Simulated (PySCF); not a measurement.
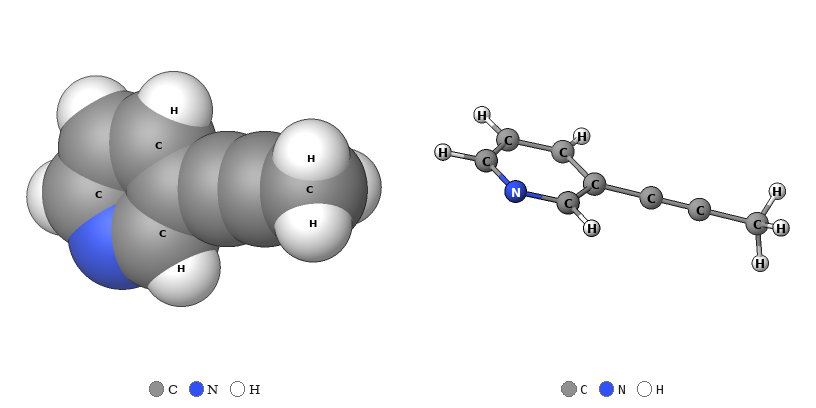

Both panels show the same species.

The geometry was computed by an optimisation with PBE0-D3(BJ)/def2-SVP. No frequency run is at hand to confirm it as a minimum.

Describe the molecule.

It has 16 atoms: 8 carbon, 7 hydrogen and 1 nitrogen (C₈H₇N). Its SMILES string is `CC#Cc1cccnc1`. Independent rings (smallest set): 1 of 6 members, 1 of them aromatic. Among its groups: alkyne. This geometry has C1 symmetry. Coordination: 1 C tetrahedral; 2 C linear; 5 C trigonal planar; 1 N bent.

More results for the same structure follow; atom numbers are the same in all pictures, views and colours differ.

## Shape

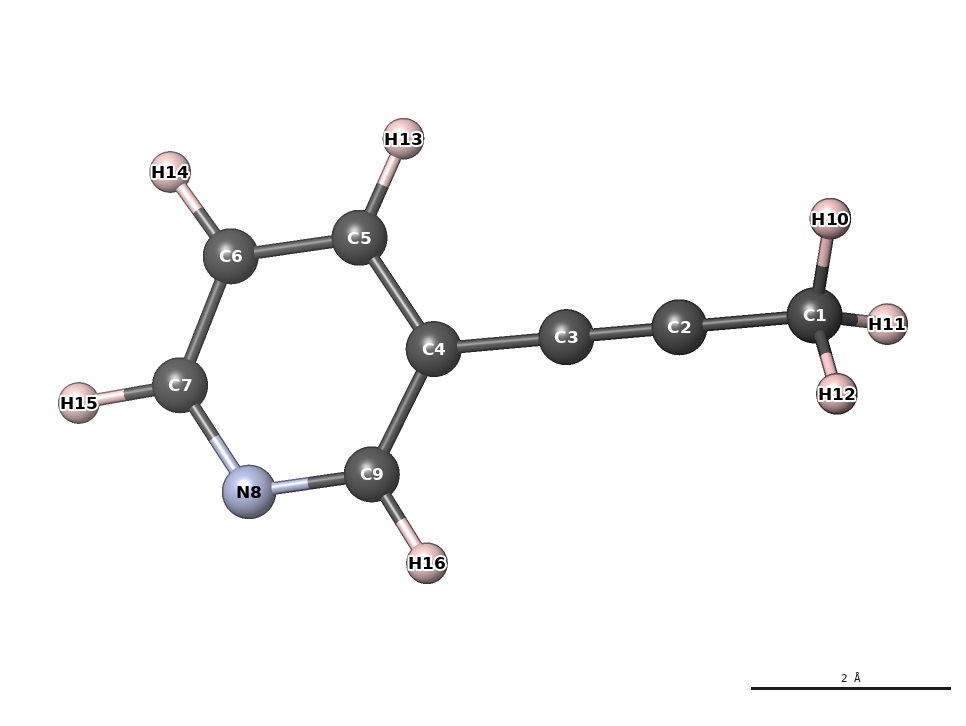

No frequency run is at hand to confirm it as a minimum.

Estimate the angles C1–C2–C3, C2–C1–H10, C2–C1–H11, C2–C1–H12, C4–C5–C6, C4–C5–H13, C4–C9–N8, C4–C9–H16, C5–C6–H14, C6–C5–H13, C7–N8–C9, N8–C7–H15.

| angle | degrees |
| --- | --- |
| C1–C2–C3 | 179.9 |
| C2–C1–H10 | 111.1 |
| C2–C1–H11 | 111.1 |
| C2–C1–H12 | 111.1 |
| C4–C5–C6 | 119.0 |
| C4–C5–H13 | 119.8 |
| C4–C9–N8 | 123.8 |
| C4–C9–H16 | 119.1 |
| C5–C6–H14 | 121.0 |
| C6–C5–H13 | 121.3 |
| C7–N8–C9 | 118.2 |
| N8–C7–H15 | 116.5 |

## Bond orders

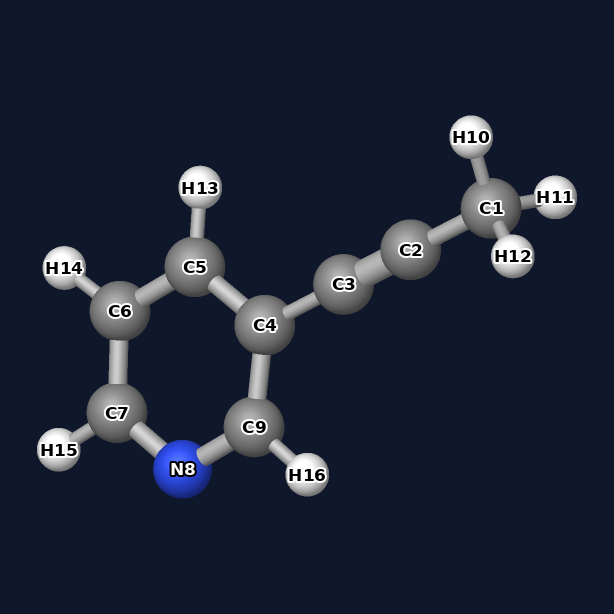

The thickness of each stick grows with its Mayer bond order. No frequency run is at hand to confirm it as a minimum. Method: PBE0/pcSseg-1 in chloroform (IEF-PCM) (PySCF 2.14.0).

**Which bond between heavy atoms has the highest Mayer bond order?**

C2–C3, 2.28, at a length of 1.215 Å.

**Which bond between heavy atoms has the lowest Mayer bond order?**

C3–C4, 0.99, at 1.426 Å.

List the Mayer bond orders of C1–C2, C2–C3, C3–C4, C4–C5, C4–C9, C5–C6, C6–C7, C7–N8, N8–C9 (bonds between heavy atoms, one of each equivalent set).

```
 bond  Mayer order  length (Å)
C1–C2         1.25       1.452
C2–C3         2.28       1.215
C3–C4         0.99       1.426
C4–C5         1.40       1.404
C4–C9         1.39       1.409
C5–C6         1.44       1.389
C6–C7         1.40       1.395
C7–N8         1.44       1.331
N8–C9         1.49       1.325
```

## NMR shielding

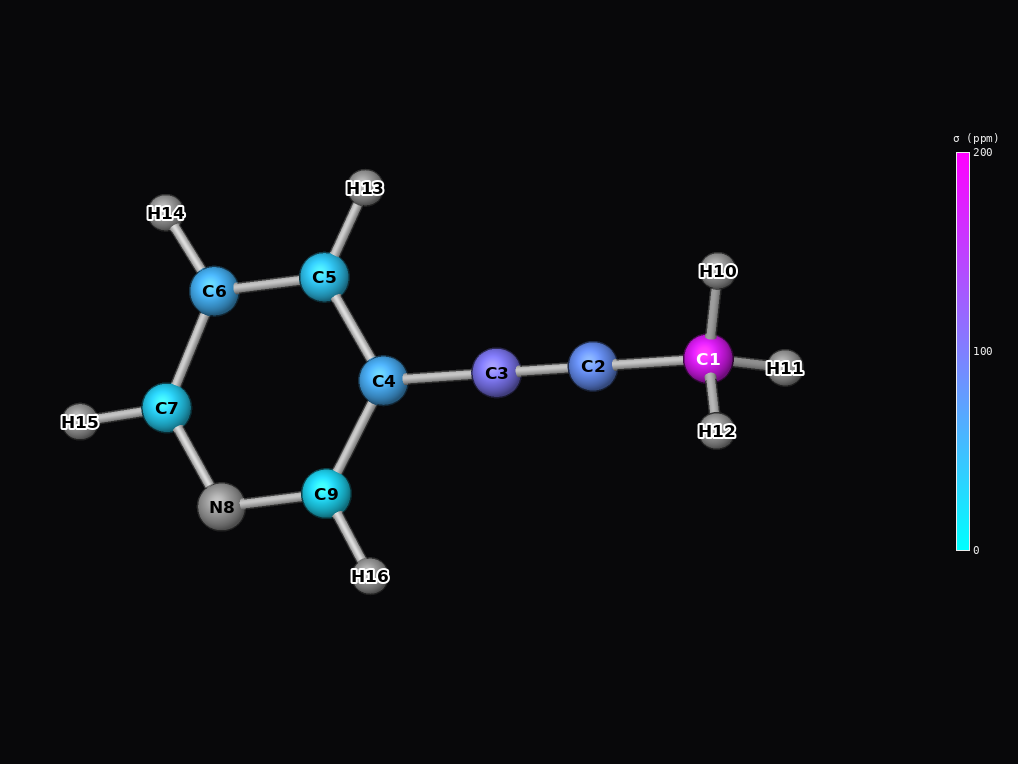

Atoms are coloured by their isotropic NMR shieldings (C only, the others grey). No frequency run is at hand to confirm it as a minimum. Method: GIAO PBE0/pcSseg-1 NMR shielding, non-relativistic, IEF-PCM chloroform (PySCF 2.14.0).

**Which C atom is the most shielded (lowest chemical shift)?**

C1 (179.4 ppm).

**Which C atom is the least shielded (highest chemical shift)?**

C9 (25.0 ppm).

**How wide is the range of C shifts?**

154.4 ppm.

Give the isotropic NMR shieldings of the C atoms atom by atom.

```csv
atom,σ (ppm)
C1,179.4
C2,83.3
C3,102.6
C4,58.9
C5,37.8
C6,55.7
C7,30.7
C9,25.0
```

## Excitation

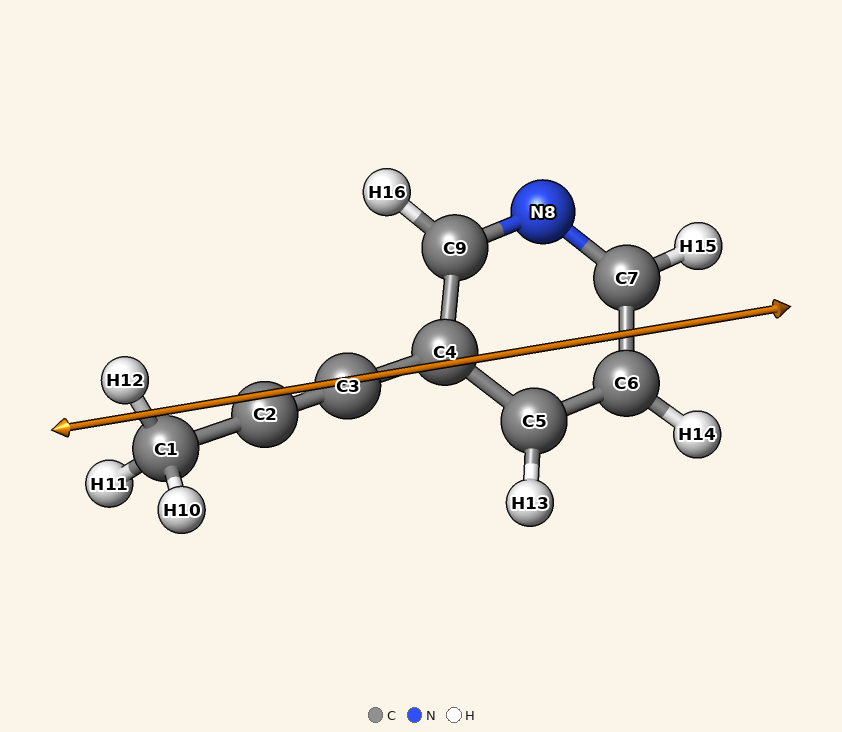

The double arrow shows the direction of the transition dipole to excited singlet state 2 (its length means nothing). No frequency run is at hand to confirm it as a minimum. Method: TDDFT PBE0/def2-SVPD, vertical, IEF-PCM chloroform (non-equilibrium linear response), core orbitals frozen in the response (PySCF 2.14.0).

**How is the transition polarised?**

Nearly parallel to the C2–C3 bond.

**Where does the transition lie, and how strong is it?**

4.86 eV (255 nm), oscillator strength 0.33, mainly HOMO → LUMO (weight 0.75); transition dipole 4.20 D.
